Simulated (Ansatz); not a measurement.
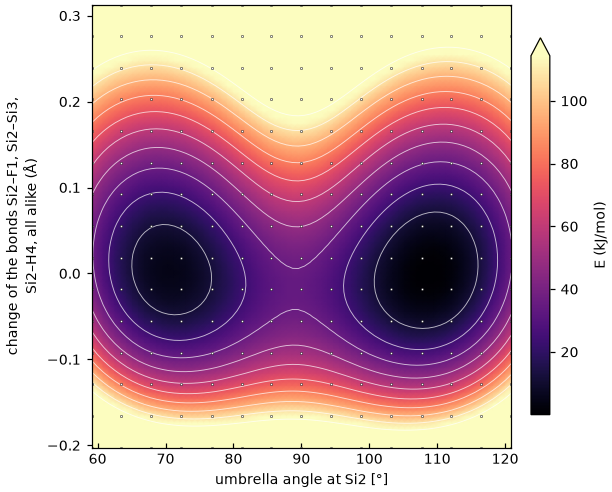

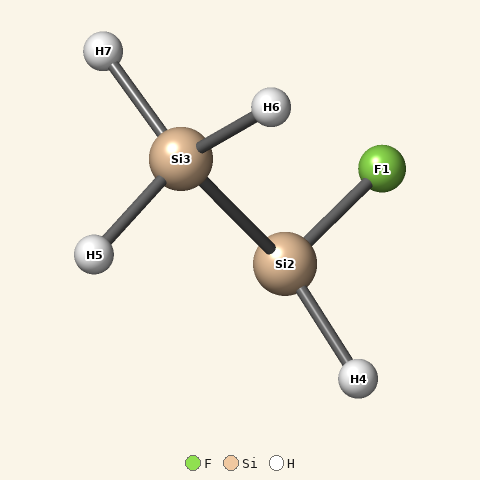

Energy landscape of FH4Si2, SMILES F[SiH][SiH3], spin multiplicity 2. Coordinates scanned: (1) umbrella angle at Si2 (between each of its bonds and their common axis; 90 is planar); (2) change of the bonds Si2–F1, Si2–Si3, Si2–H4, all alike. Nothing is relaxed (all other coordinates rigid). The scan uses a 15 × 15 grid. Points are written as (first, second). Energies are in kJ/mol, from the relaxed molecule at the same level. Level of theory: UKS PBE-D4/def2-SVP in Ansatz.

Drawn: a smooth colour map with a few white contour lines, dots at the grid points, one colour for all values above the top of the scale. Between grid points the surface is interpolated. The second picture is the structure at the lowest point.

### Describe this landscape.

The lowest grid point is at (107.7°, −0.018 Å), 1.1 kJ/mol from the relaxed molecule at the same level. A higher local minimum lies near (72.3°, 0.018 Å) (5 kJ/mol above the lowest at that grid point). The highest grid point, (59.1°, −0.203 Å), lies 225 kJ/mol above the lowest. On the interpolated surface the easiest way out of the lowest well to the well at about (70°, 0.00 Å) passes a barrier of about 34 kJ/mol, counted from the interpolated bottom of the well. Round the minimum the two coordinates are weakly coupled (coupling −0.13 in units of the two stiffnesses).

Grid values (kJ/mol):

```
second ↓, first →  59.1  63.5  67.9  72.3  76.8  81.2  85.6  90.0  94.4  98.8  103.2  107.7  112.1  116.5  120.9
            0.313   173   163   159   164   176   194   215   224   210   189    172    161    157    161    172
            0.276   147   135   132   136   148   165   185   192   181   160    143    132    129    134    146
            0.239   122   110   105   109   121   138   155   162   151   133    116    105    103    108    121
            0.203   100    86    81    84    96   112   128   134   125   107     91     81     78     84     98
            0.166    79    65    59    61    72    88   102   108    99    82     67     57     56     62     78
            0.129    62    46    39    41    51    66    79    84    76    61     46     37     36     44     60
            0.092    48    31    24    25    34    47    60    64    56    42     29     20     20     29     47
            0.055    40    21    12    13    21    33    45    48    41    28     16      8      9     18     38
            0.018    37    17     7     6    13    25    35    38    32    19      8      1      3     14     35
           −0.018    41    19     8     6    12    23    32    34    28    17      7      1      4     16     39
           −0.055    54    30    17    14    19    28    36    38    33    23     13      9     13     26     51
           −0.092    77    50    36    32    36    43    50    52    47    38     29     26     31     47     74
           −0.129   111    83    67    61    63    70    76    77    72    64     57     55     61     79    108
           −0.166   160   129   111   104   105   110   114   115   111   103     98     97    105    124    156
           −0.203   226   192   172   163   162   166   169   170   166   159    155    156    166    187    221
```

The input of one point:

```yaml
crystal:
  periodic: [false, false, false]
  atoms:
    - { symbol: F, position_ang: [-0.403782, -2.038849, 1.285096] }
    - { symbol: Si, position_ang: [-0.27964, -1.380471, -0.204674] }
    - { symbol: Si, position_ang: [0.503058, 0.820457, -0.097031] }
    - { symbol: H, position_ang: [-1.601347, -1.521232, -0.893267] }
    - { symbol: H, position_ang: [0.588043, 1.3228, -1.51433] }
    - { symbol: H, position_ang: [-0.403254, 1.727345, 0.697025] }
    - { symbol: H, position_ang: [1.874377, 0.840575, 0.519005] }
magnetization:
  spin_polarized: true
  initial_magnetization: 1
basis:
  gaussian: { orbitals: def2-SVP }
hamiltonian:
  xc: pbe
  dispersion: d4
output:
  forces: true
```

Time for the 225 points that were run: 12 min on 1 thread of Arm Neoverse V1, on a shared host.
